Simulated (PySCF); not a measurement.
# C7H11O2PS: magnetic properties

Aim: compute the magnetic properties of C7H11O2PS (`CSC[P@@](C)(=O)c1ccoc1`).

Computed with PySCF 2.14.0 and routines of our own; the level stands in each step. Atoms count from 0.

## Step 1: The starting structure

22 atoms, charge 0, multiplicity 1; geometry from: GFN2-xTB.

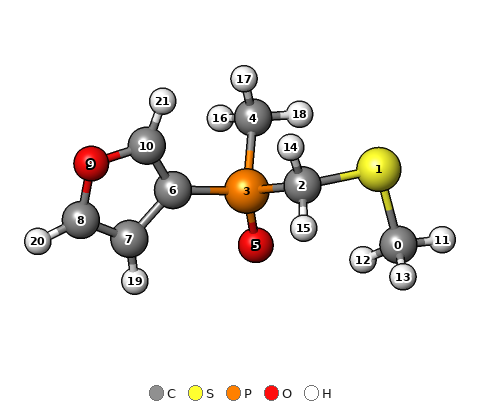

The starting geometry (carbon grey, sulfur yellow, phosphorus orange, oxygen red, hydrogen white).

## Step 2: Magnetic properties: GIAO HF/pcSseg-1

What the job is given:

```
{"job": {"kind": "mag", "xc": "HF", "basis": "pcSseg-1", "isotopologues": 0}, "charge": 0, "multiplicity": 1}
C      3.531391     0.654984    -0.000188
S      2.794015    -0.939086     0.445277
C      1.221387    -0.821144    -0.457062
P      0.075428     0.327495     0.429335
C     -0.078220    -0.375894     2.107908
O      0.503421     1.730668     0.401255
C     -1.513863     0.051740    -0.378686
C     -2.242680     1.045757    -1.088320
C     -3.365391     0.430637    -1.540321
O     -3.382466    -0.861256    -1.165505
C     -2.265538    -1.087013    -0.466751
H      4.450251     0.738542     0.570637
H      2.846688     1.453868     0.262169
H      3.748641     0.660190    -1.064953
H      0.805903    -1.825761    -0.502118
H      1.416220    -0.456202    -1.466739
H     -0.763722     0.257272     2.668022
H     -0.441656    -1.398356     2.088088
H      0.904091    -0.338758     2.577289
H     -1.943578     2.064739    -1.220126
H     -4.197910     0.784348    -2.115460
H     -2.112821    -2.077384    -0.084599
```

Method: GIAO HF/pcSseg-1 magnetisability, rotational g tensor and spin-rotation constants, non-relativistic, gas phase.

On the command line:

```bash
OMP_NUM_THREADS=1 python excited_run.py task.json out
```

This one command runs all jobs of the session in turn.

Log:

```text
final grid: 183640 points
cycle   1  E = -1159.1051630710  dE =  3.146e+00  |g| = 9.538e-01  |ddm| = 4.407e+00
cycle   2  E = -1159.2570017038  dE = -1.518e-01  |g| = 6.787e-01  |ddm| = 1.566e+00
cycle   3  E = -1159.3451023103  dE = -8.810e-02  |g| = 1.172e-01  |ddm| = 7.250e-01
cycle   4  E = -1159.3490628188  dE = -3.961e-03  |g| = 3.209e-02  |ddm| = 1.923e-01
cycle   5  E = -1159.3493696238  dE = -3.068e-04  |g| = 7.648e-03  |ddm| = 4.261e-02
cycle   6  E = -1159.3493911522  dE = -2.153e-05  |g| = 2.430e-03  |ddm| = 1.387e-02
cycle   7  E = -1159.3493940769  dE = -2.925e-06  |g| = 1.159e-03  |ddm| = 4.881e-03
cycle   8  E = -1159.3493946826  dE = -6.058e-07  |g| = 3.543e-04  |ddm| = 2.143e-03
cycle   9  E = -1159.3493947874  dE = -1.047e-07  |g| = 1.619e-04  |ddm| = 9.166e-04
cycle  10  E = -1159.3493948038  dE = -1.648e-08  |g| = 5.055e-05  |ddm| = 3.375e-04
cycle  11  E = -1159.3493948061  dE = -2.304e-09  |g| = 1.814e-05  |ddm| = 1.226e-04
cycle  12  E = -1159.3493948065  dE = -3.042e-10  |g| = 6.202e-06  |ddm| = 4.806e-05
converged SCF energy = -1159.3493948065

Magnetisability tensor (1e-30 J/T^2)
    -1964.05       42.28      239.56
       42.28    -1902.27     -104.61
      239.56     -104.61    -2179.03
isotropic -2015.12   principal values   -2360.93  -1881.45  -1802.98
isotropic susceptibility -121.353 1e-6 cm^3/mol

Inertial axes            a          b          c
rot. const./GHz      1.9064     0.4473     0.4314
chi total          -112.199   -113.605   -138.256
chi diamagnetic    -803.440  -2745.992  -2825.992
chi paramagnetic    691.242   2632.387   2687.736
quadrupole/D A        3.559     -6.217      2.658
g nuclear            0.5885     0.5475     0.5432
g electronic        -0.6191    -0.5532    -0.5447
g total             -0.0306    -0.0057    -0.0015

Spin-rotation constants (kHz, H = +C I.J)
atom  isotope        aa         bb         cc
  3    31P        3.148      0.536      0.694
 11     1H        0.024     -0.049     -0.044
 12     1H       -0.099     -0.015     -0.031
 13     1H       -0.189     -0.052      0.011
 14     1H       -0.197      0.003     -0.050
 15     1H       -0.220     -0.044      0.009
 16     1H       -0.171     -0.043     -0.009
 17     1H       -0.222     -0.002     -0.046
 18     1H        0.030     -0.051     -0.035
 19     1H       -0.183      0.044     -0.046
 20     1H        0.117     -0.036     -0.036
 21     1H       -0.178      0.036     -0.042
  0    13C*       0.245      0.057      0.060
  1    33S*       0.234      0.090      0.104
  2    13C*       0.298      0.066      0.072
  4    13C*       0.272      0.051      0.058
  5    17O*      -0.115     -0.076     -0.025
  6    13C*       0.784      0.144      0.069
  7    13C*       0.553      0.196      0.058
  8    13C*       0.689      0.187      0.091
  9    17O*      -0.684     -0.168     -0.048
 10    13C*       0.777      0.174      0.091
* in the singly substituted isotopologue
```

Wall time 4.5 min (1 thread of Intel Xeon at 2.50GHz, shared host); peak memory 1.3 GiB.

From this job:

```
              quantity                      value
       magnetisability           -2015·10⁻³⁰ J/T²
  molar susceptibility        -121.4·10⁻⁶ cm³/mol
rotational g (a, b, c)  -0.0306, -0.0057, -0.0015
```

Orbitals, density, ELF and potential are computed afterwards from the orbital file.

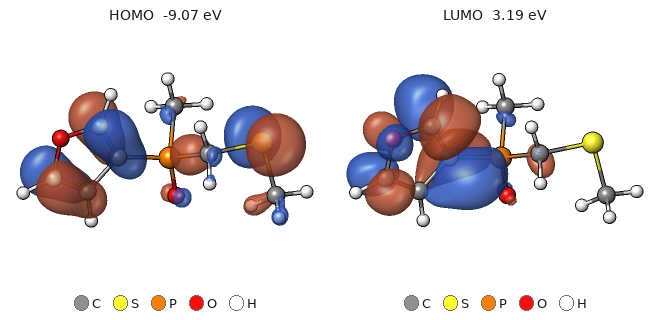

Frontier orbitals at HF/pcSseg-1; each surface holds 70 % of the orbital's density, blue and red mark the sign.

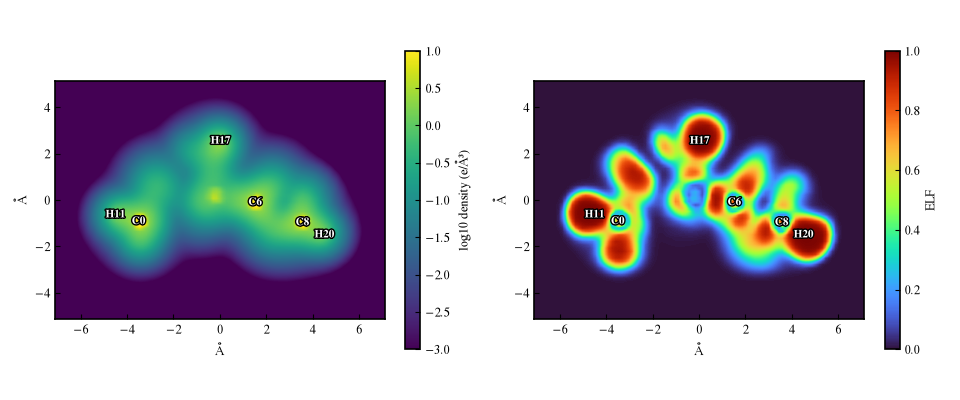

Density (left) and ELF (right) in a plane through or near 6 of the atoms.

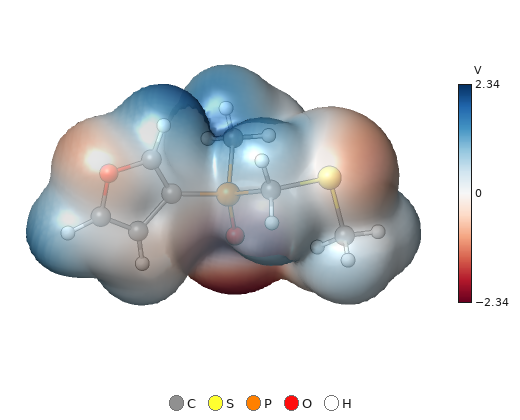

Electrostatic potential on the surface of density 0.002 e/bohr³; red is low, blue high. It runs, from the 1st to the 99th percentile, from -2.34 V near O5 to 1.82 V near H21.

## Step 3: Magnetic properties: common gauge origin B97-2/pcSseg-0, grid 3

Settings changed since step 2:

```diff
@@ -1,2 +1,2 @@
-{"job": {"kind": "mag", "xc": "HF", "basis": "pcSseg-1", "isotopologues": 0}, "charge": 0, "multiplicity": 1}
+{"job": {"kind": "mag", "xc": "B97-2", "basis": "pcSseg-0", "grid": 3, "gauge": [0, 0, 0]}, "charge": 0, "multiplicity": 1}
 C      3.531391     0.654984    -0.000188
```

With the program's defaults for keys left out, this is: common gauge origin B97-2/pcSseg-0 magnetisability, rotational g tensor and spin-rotation constants, non-relativistic, gas phase.

Log:

```text
coarse grid: 19848 points
cycle   1  E = -1161.1311963800  dE =  1.981e+00  |g| = 9.747e-01  |ddm| = 5.326e+00
cycle   2  E = -1160.0293732274  dE =  1.102e+00  |g| = 2.429e+00  |ddm| = 8.292e+00
cycle   3  E = -1161.3160216943  dE = -1.287e+00  |g| = 2.759e-01  |ddm| = 6.962e+00
cycle   4  E = -1161.3310726214  dE = -1.505e-02  |g| = 1.404e-01  |ddm| = 6.090e-01
cycle   5  E = -1161.3349312287  dE = -3.859e-03  |g| = 3.166e-02  |ddm| = 1.306e-01
cycle   6  E = -1161.3351631991  dE = -2.320e-04  |g| = 6.935e-03  |ddm| = 4.139e-02
cycle   7  E = -1161.3351735423  dE = -1.034e-05  |g| = 2.230e-03  |ddm| = 1.595e-02
cycle   8  E = -1161.3351746820  dE = -1.140e-06  |g| = 5.962e-04  |ddm| = 3.441e-03
final grid: 272944 points
cycle   9  E = -1161.3430068523  dE = -2.308e-05  |g| = 7.280e-03  |ddm| = 2.872e-02
cycle  10  E = -1161.3429782119  dE =  2.864e-05  |g| = 1.406e-02  |ddm| = 2.888e-02
cycle  11  E = -1161.3430167135  dE = -3.850e-05  |g| = 9.409e-04  |ddm| = 2.097e-02
cycle  12  E = -1161.3430169343  dE = -2.208e-07  |g| = 1.636e-04  |ddm| = 1.627e-03
cycle  13  E = -1161.3430169386  dE = -4.256e-09  |g| = 7.657e-05  |ddm| = 2.576e-04
cycle  14  E = -1161.3430169397  dE = -1.162e-09  |g| = 2.797e-05  |ddm| = 1.461e-04
cycle  15  E = -1161.3430169399  dE = -1.619e-10  |g| = 9.002e-06  |ddm| = 6.348e-05
converged SCF energy = -1161.3430169399

Magnetisability tensor (1e-30 J/T^2)
    -9519.42    -1114.11     4381.30
    -1114.11   -30000.17      592.66
     4381.30      592.66   -27193.06
isotropic -22237.55   principal values  -30363.61 -27898.03  -8451.00
isotropic susceptibility -1339.176 1e-6 cm^3/mol

Inertial axes            a          b          c
rot. const./GHz      1.9064     0.4473     0.4314
chi total          -510.007  -1816.084  -1691.438
chi diamagnetic    -803.561  -2746.509  -2826.984
chi paramagnetic    293.554    930.425   1135.546
quadrupole/D A        2.841     -6.261      3.420
g nuclear            0.5885     0.5475     0.5432
g electronic        -0.2629    -0.1955    -0.2301
g total              0.3256     0.3520     0.3130

Spin-rotation constants (kHz, H = +C I.J)
atom  isotope        aa         bb         cc
  3    31P        2.824      0.241      0.550
 11     1H       -0.397      0.500      0.492
 12     1H       -0.427     -0.363     -0.290
 13     1H        0.052      0.062     -0.020
 14     1H       -0.119     -0.472     -0.368
 15     1H       -0.396     -0.337     -0.408
 16     1H        0.370     -0.030     -0.240
 17     1H       -0.153     -0.242     -0.208
 18     1H       -0.063     -0.098     -0.155
 19     1H        0.350     -0.215     -0.163
 20     1H        0.077      0.604      0.387
 21     1H        0.323     -0.327     -0.206
  0    13C*       0.052      0.063      0.044
  1    33S*       0.296      0.120      0.152
  2    13C*       0.025     -0.100     -0.094
  4    13C*       0.114     -0.017     -0.025
  5    17O*      -0.315     -0.105     -0.060
  6    13C*       0.481     -0.024     -0.094
  7    13C*       0.475      0.109     -0.028
  8    13C*       0.587      0.230      0.099
  9    17O*      -0.742     -0.232     -0.115
 10    13C*       0.633      0.052     -0.034
* in the singly substituted isotopologue
```

Run time: 73 s. Hardware: 1 thread of Intel Xeon at 2.50GHz, shared host; peak memory 0.8 GiB.

A normal end doesn't make this result sound: a common gauge origin replaces GIAOs, so the magnetic properties depend on where the origin lies.

## Step 4: Summary of results

```
                                         quantity                               value
       magnetisability (step 2, GIAO HF/pcSseg-1)                    -2015·10⁻³⁰ J/T²
  molar susceptibility (step 2, GIAO HF/pcSseg-1)                 -121.4·10⁻⁶ cm³/mol
rotational g (a, b, c) (step 2, GIAO HF/pcSseg-1)           -0.0306, -0.0057, -0.0015
            surface potential, 1st and 99th percentile                  -2.34 V and 1.82 V
                                             runs  0 failed, 1 ended on unsound input
```

The values above hold for this geometry and these levels alone. Vibrational averaging and real surroundings are missing from these values.
